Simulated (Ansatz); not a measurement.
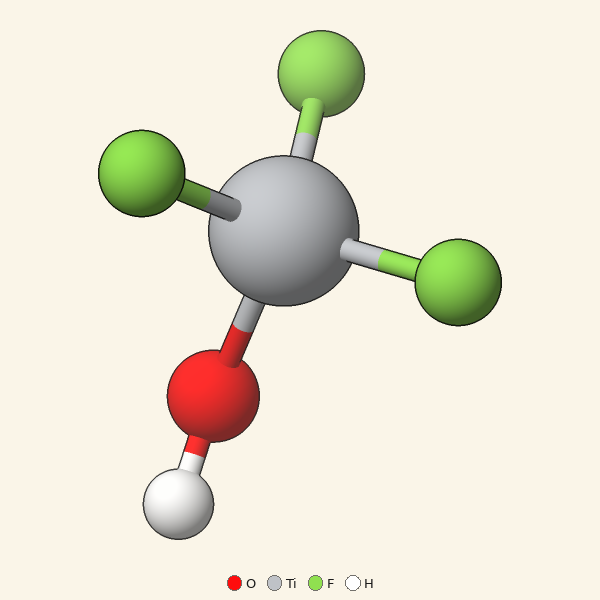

A ball-and-stick model of a molecule. Every bond is drawn as one stick, whatever its order.

The species is neutral and a spin singlet. The geometry was computed by an optimisation with PBE0-D4/def2-TZVP.

Identify the structure.

It has 6 atoms: 3 fluorine, 1 hydrogen, 1 oxygen and 1 titanium (F3HOTi). As SMILES it reads `[OH][Ti]([F])([F])[F]`. The point group is Cs. Coordination: 1 O bent; 1 Ti tetrahedral.

The parts below concern this one geometry. Atoms keep their numbers from picture to picture.

**Vibrations**

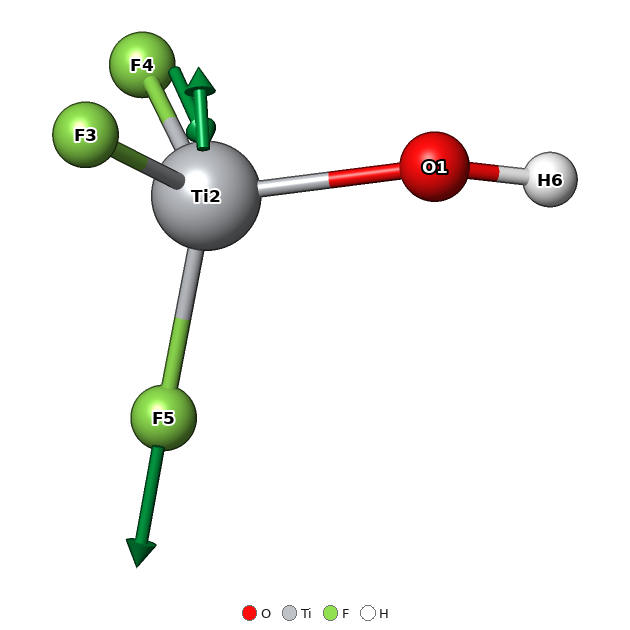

The arrows show one normal mode. Harmonic vibrations computed with RKS PBE0-D4/def2-TZVP (Ansatz 0.2.0) at a stationary point of the same level.

> What kind of motion is it?

Mostly out-of-phase stretching of 2 Ti–F bonds.

> Estimate its harmonic wavenumber.

788 cm⁻¹; it is mode 9 of 12 counted from the lowest.

**Dipole moment**

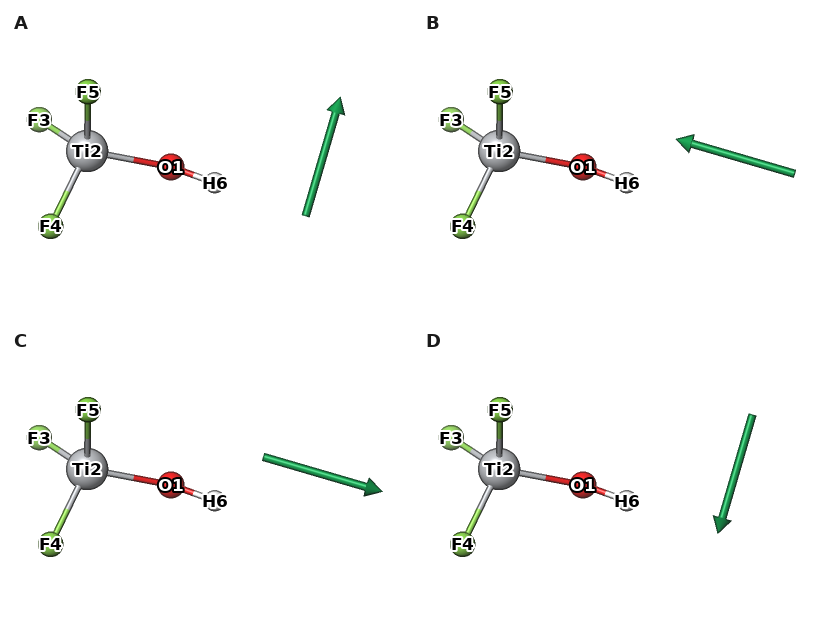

The same molecule four times, each with an arrow. Level of theory: RKS PBE0-D4/def2-TZVP (Ansatz 0.2.0).

> Which arrow points along the dipole moment, from the negative to the positive end?

C. The dipole moment is 2.57 D; it points from the side of F3 to the side of H6 (the outermost atoms at the two ends).

**Charges**

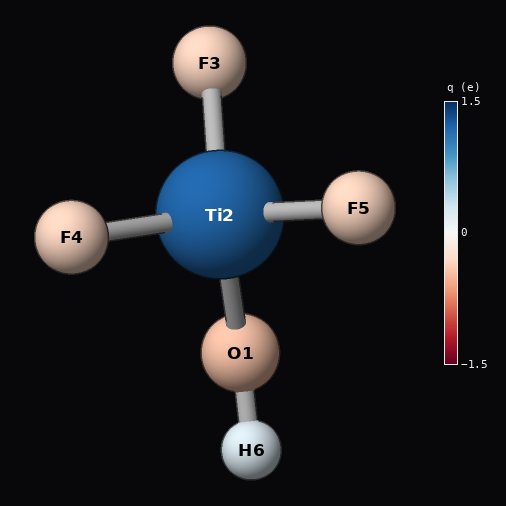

Atoms are coloured by their Mulliken charges. Properties computed with RKS PBE-D4/def2-TZVPP (Ansatz 0.2.0).

> Which atom carries the highest charge (most positive or least negative)?

Ti2 (1.18 e).

> And the lowest?

O1 (−0.43 e).

List the Mulliken charges.

```csv
atom,value (e)
O1,−0.43
Ti2,1.18
F3,−0.32
F4,−0.32
F5,−0.32
H6,0.20
```

Mulliken values depend strongly on the basis set and can even reverse the polarity of a bond.
